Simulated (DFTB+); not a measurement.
Geometry relaxation, with input and output: C₂H₅AlBr (part 1 of 2)

- system: C₂H₅AlBr, multiplicity 2
- method: GFN1-xTB, R-SCC, dispersion built in (DFTB+ 25.1)

The geometry comes from this level: PBE0-D4/def2-TZVP.

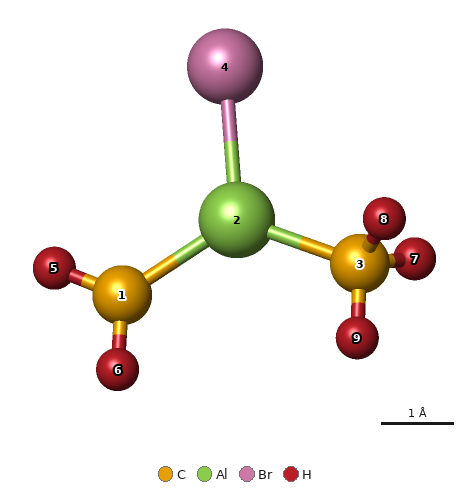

**Figure 1.** The structure as given in the input (ball-and-stick view, seen at a tilt; atoms are numbered from 1 in the order of the input). Sticks mark near contacts. Bond lengths as drawn: Al–Br 2.27 Å, Al–C 1.92 to 1.94 Å and C–H 1.09 Å.

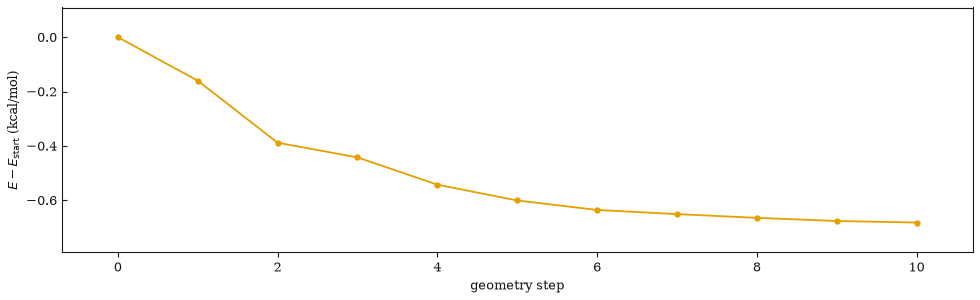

**Figure 2.** Progress of the relaxation, step by step (steps are counted from 0).

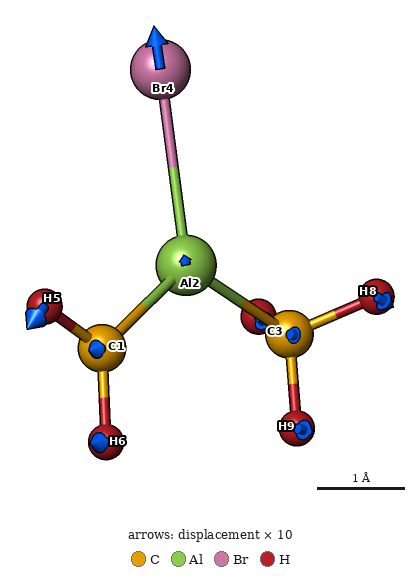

**Figure 3.** The starting structure with the displacements as blue arrows, magnified 10 times (ball-and-stick view, seen at a tilt). The two geometries are laid on each other by the best rigid fit. The largest move after the best rigid fit is that of Br4, 0.052 Å. Largest moves by element: Br 0.052 Å, H 0.046 Å, C 0.026 Å, Al 0.013 Å. Among the contacts that change: Al2–Br4 2.271 → 2.310 Å, Al2–C3 1.940 → 1.968 Å, C1–Al2 1.916 → 1.944 Å. Over 10 geometry steps the energy falls by 0.68 kcal/mol. (Atoms are counted from 1 in the order of the input.)

The input and output of the run follow.

### The input (dftb_in.hsd)
```
Geometry {
  TypeNames {
    "C" "Al" "Br" "H"
  }
  TypesAndCoordinates [Angstrom] {
    1 -0.282100 1.738700 -0.765800
    2 -0.274700 -0.157200 -0.488100
    1 0.507600 -1.074600 1.031300
    3 -1.279400 -1.406400 -2.096600
    4 -0.732700 2.219500 -1.631700
    4 0.162200 2.455400 -0.076800
    4 -0.254000 -1.641700 1.574700
    4 1.260800 -1.796700 0.703100
    4 0.980900 -0.383200 1.732700
  }
}

Driver = GeometryOptimisation {
  Optimiser = Rational {}
  MaxSteps = 200
  Convergence {
    GradElem = 0.001
  }
  AppendGeometries = Yes
}

Hamiltonian = xTB {
  Method = "GFN1-xTB"
  SCCTolerance = 1e-08
  Filling = Fermi {
    Temperature [Kelvin] = 300
  }
  SpinPolarisation = Colinear {
    UnpairedElectrons = 1
  }
  SpinConstants {
    ShellResolvedSpin = No
    C = 0.0
    Al = 0.0
    Br = 0.0
    H = 0.0
  }
}

Analysis {
  PrintForces = Yes
}

Options {
  WriteResultsTag = Yes
}

ParserOptions {
  ParserVersion = 14
}
```

Run as:
```bash
dftb+ > output.log
```

### The program's output
```
|  DFTB+ development version (commit: a23bfb2)

Reading input file 'dftb_in.hsd'
Parser version: 14

--------------------------------------------------------------------------------

Processed input in HSD format written to 'dftb_pin.hsd'

Starting initialization...
--------------------------------------------------------------------------------
OpenMP threads:              1
Chosen random seed:          287107598
Current stacksize:           unlimited
Mode:                        Geometry optimisation relaxation
Self consistent charges:     Yes
SCC-tolerance:                 0.100000E-07
Max. scc iterations:                    100
Shell resolved Hubbard:      Yes
Spin polarisation:           Yes
Nr. of up electrons:            12.000000
Nr. of down electrons:          11.000000
Periodic boundaries:         No
Electronic solver:           Relatively robust
Mixer:                       Broyden mixer
Mixing parameter:                  0.200000
Nr. of chrg. vec. in memory:            100
Max. SCC-cycles:                        100
Max. nr. of geometry steps:             200
tblite library version:      0.3.0
-> parametrization:          GFN1-xTB
-> repulsion:                Yes
-> dispersion:               Yes
-> halogen bonding:          Yes
-> electrostatics:           Yes
   -> isotropic:             Yes
   -> anisotropic:           No
   -> third-order:           Yes
Electronic temperature:              0.950045E-03 H      0.258520E-01 eV
Initial charges:             Set automatically (system chrg:   0.000E+00)
Included shells:             C:  s, p
                            Al:  s, p, d
                            Br:  s, p, d
                             H:  s, s2
Spin coupling constants:     C   1(s)-1(s):   0.000000E+00
                             C   1(s)-2(p):   0.000000E+00
                             C   2(p)-1(s):   0.000000E+00
                             C   2(p)-2(p):   0.000000E+00
                             Al  1(s)-1(s):   0.000000E+00
                             Al  1(s)-2(p):   0.000000E+00
                             Al  1(s)-3(d):   0.000000E+00
                             Al  2(p)-1(s):   0.000000E+00
                             Al  2(p)-2(p):   0.000000E+00
                             Al  2(p)-3(d):   0.000000E+00
                             Al  3(d)-1(s):   0.000000E+00
                             Al  3(d)-2(p):   0.000000E+00
                             Al  3(d)-3(d):   0.000000E+00
                             Br  1(s)-1(s):   0.000000E+00
                             Br  1(s)-2(p):   0.000000E+00
                             Br  1(s)-3(d):   0.000000E+00
                             Br  2(p)-1(s):   0.000000E+00
                             Br  2(p)-2(p):   0.000000E+00
                             Br  2(p)-3(d):   0.000000E+00
                             Br  3(d)-1(s):   0.000000E+00
                             Br  3(d)-2(p):   0.000000E+00
                             Br  3(d)-3(d):   0.000000E+00
                             H   1(s)-1(s):   0.000000E+00
                             H   1(s)-2(s):   0.000000E+00
                             H   2(s)-1(s):   0.000000E+00
                             H   2(s)-2(s):   0.000000E+00
Extra options:
                             Mulliken analysis
                             Force calculation
Force type                   original

--------------------------------------------------------------------------------

***  Geometry step: 0

 iSCC Total electronic   Diff electronic      SCC error
    1   -0.12143618E+02    0.00000000E+00    0.94837713E+00
    2   -0.11405911E+02   -0.12143618E+02    0.12441711E+01
    3   -0.12095078E+02    0.73770758E+00    0.30860318E+00
    4   -0.12143466E+02   -0.68916701E+00    0.19533158E+00
    5   -0.12163443E+02   -0.48388741E-01    0.96394471E-01
    6   -0.12160947E+02   -0.19976647E-01    0.78115751E-01
    7   -0.12163256E+02    0.24956040E-02    0.49007488E-01
    8   -0.12164116E+02   -0.23087266E-02    0.14581213E-01
    9   -0.12164147E+02   -0.85991547E-03    0.91526211E-02
   10   -0.12164161E+02   -0.30741186E-04    0.60219413E-02
   11   -0.12164170E+02   -0.14088742E-04    0.38846687E-03
   12   -0.12164170E+02   -0.91126556E-05    0.44291998E-03
   13   -0.12164170E+02    0.28457295E-07    0.20627680E-04
   14   -0.12164170E+02   -0.10107842E-06    0.23016593E-04
   15   -0.12164170E+02   -0.39323211E-10    0.45185278E-05
   16   -0.12164170E+02   -0.15680968E-09    0.22840295E-05
   17   -0.12164170E+02   -0.39594994E-11    0.55547076E-06
   18   -0.12164170E+02   -0.13908874E-11    0.22829166E-06
   19   -0.12164170E+02   -0.95923269E-13    0.98801234E-09

Total Energy:                      -12.0516509372 H         -327.9421 eV
Extrapolated to 0K:                -12.0516509372 H         -327.9421 eV
Total Mermin free energy:          -12.0516509372 H         -327.9421 eV
Force related energy:              -12.0516509372 H         -327.9421 eV

total energy  -1.2051651E+01 H       energy change -1.2051651E+01 H
gradient norm  1.7263213E-02 H/a0    max. gradient  9.7191974E-03 H/a0
step length    0.0000000E+00 a0      max. step      0.0000000E+00 a0

--------------------------------------------------------------------------------

***  Geometry step: 1

 iSCC Total electronic   Diff electronic      SCC error
    1   -0.12163848E+02    0.00000000E+00    0.29779673E-02
    2   -0.12163859E+02    0.32220543E-03    0.15712153E-02
    3   -0.12163860E+02   -0.10944889E-04    0.10638905E-02
    4   -0.12163860E+02   -0.85015619E-06    0.32156128E-03
    5   -0.12163860E+02   -0.16511922E-07    0.21574076E-04
    6   -0.12163860E+02   -0.18847976E-07    0.91308403E-05
    7   -0.12163860E+02   -0.45031179E-09    0.41425449E-05
    8   -0.12163860E+02   -0.92084562E-10    0.39247937E-07
    9   -0.12163860E+02   -0.16243007E-10    0.14897327E-07
   10   -0.12163860E+02   -0.17763568E-14    0.31587136E-08

Total Energy:                      -12.0519058185 H         -327.9490 eV
Extrapolated to 0K:                -12.0519058186 H         -327.9490 eV
Total Mermin free energy:          -12.0519058186 H         -327.9490 eV
Force related energy:              -12.0519058186 H         -327.9490 eV

total energy  -1.2051906E+01 H       energy change -2.5488138E-04 H
gradient norm  1.2601855E-02 H/a0    max. gradient  7.0375118E-03 H/a0
step length    1.7263213E-02 a0      max. step      9.7191974E-03 a0

--------------------------------------------------------------------------------

***  Geometry step: 2

 iSCC Total electronic   Diff electronic      SCC error
    1   -0.12162356E+02    0.00000000E+00    0.70786848E-02
    2   -0.12162420E+02    0.15033463E-02    0.42640133E-02
    3   -0.12162425E+02   -0.63789829E-04    0.28520989E-02
    4   -0.12162425E+02   -0.48701025E-05    0.84730472E-03
    5   -0.12162425E+02   -0.84258234E-07    0.66340299E-04
    6   -0.12162425E+02   -0.12812140E-06    0.30209363E-04
    7   -0.12162425E+02   -0.48388262E-08    0.11771749E-04
    8   -0.12162425E+02   -0.57766236E-09    0.40024886E-06
    9   -0.12162425E+02   -0.67675643E-10    0.47385541E-07
   10   -0.12162425E+02   -0.11368684E-12    0.82829730E-08

Total Energy:                      -12.0522696693 H         -327.9589 eV
Extrapolated to 0K:                -12.0522696693 H         -327.9589 eV
Total Mermin free energy:          -12.0522696694 H         -327.9589 eV
Force related energy:              -12.0522696694 H         -327.9589 eV

total energy  -1.2052270E+01 H       energy change -3.6385078E-04 H
gradient norm  7.7688969E-03 H/a0    max. gradient  3.4201429E-03 H/a0
step length    4.8834349E-02 a0      max. step      2.7355960E-02 a0

--------------------------------------------------------------------------------

***  Geometry step: 3

 iSCC Total electronic   Diff electronic      SCC error
    1   -0.12161495E+02    0.00000000E+00    0.16657543E-02
    2   -0.12161497E+02    0.93028720E-03    0.13471290E-02
    3   -0.12161497E+02   -0.23334896E-05    0.80122640E-03
    4   -0.12161497E+02   -0.19095038E-06    0.22692585E-03
    5   -0.12161497E+02   -0.56530300E-08    0.12098339E-04
    6   -0.12161497E+02   -0.11398733E-07    0.18856727E-05
    7   -0.12161497E+02   -0.10391332E-09    0.11681294E-05
    8   -0.12161497E+02   -0.22009061E-11    0.31021872E-07
    9   -0.12161497E+02   -0.46718185E-12    0.69889081E-08

Total Energy:                      -12.0523559138 H         -327.9613 eV
Extrapolated to 0K:                -12.0523559138 H         -327.9613 eV
Total Mermin free energy:          -12.0523559138 H         -327.9613 eV
Force related energy:              -12.0523559138 H         -327.9613 eV

total energy  -1.2052356E+01 H       energy change -8.6244492E-05 H
gradient norm  7.8560308E-03 H/a0    max. gradient  3.9469764E-03 H/a0
step length    1.9688137E-02 a0      max. step      9.4131725E-03 a0

--------------------------------------------------------------------------------

***  Geometry step: 4

 iSCC Total electronic   Diff electronic      SCC error
    1   -0.12159186E+02    0.00000000E+00    0.30730320E-02
    2   -0.12159187E+02    0.23110237E-02    0.23492564E-02
    3   -0.12159187E+02   -0.91066378E-06    0.73554010E-03
    4   -0.12159188E+02   -0.77159058E-07    0.24980288E-03
    5   -0.12159188E+02   -0.96203935E-07    0.36820016E-04
    6   -0.12159188E+02   -0.17458840E-07    0.54827644E-05
    7   -0.12159188E+02   -0.43165294E-09    0.21284221E-05
    8   -0.12159188E+02   -0.22780000E-10    0.59149421E-07
    9   -0.12159188E+02   -0.52686744E-11    0.10768692E-07
   10   -0.12159188E+02    0.00000000E+00    0.45057003E-08

Total Energy:                      -12.0525155678 H         -327.9656 eV
Extrapolated to 0K:                -12.0525155679 H         -327.9656 eV
Total Mermin free energy:          -12.0525155679 H         -327.9656 eV
Force related energy:              -12.0525155679 H         -327.9656 eV

total energy  -1.2052516E+01 H       energy change -1.5965402E-04 H
gradient norm  7.2961177E-03 H/a0    max. gradient  3.5976915E-03 H/a0
step length    4.5838036E-02 a0      max. step      1.9296633E-02 a0
```
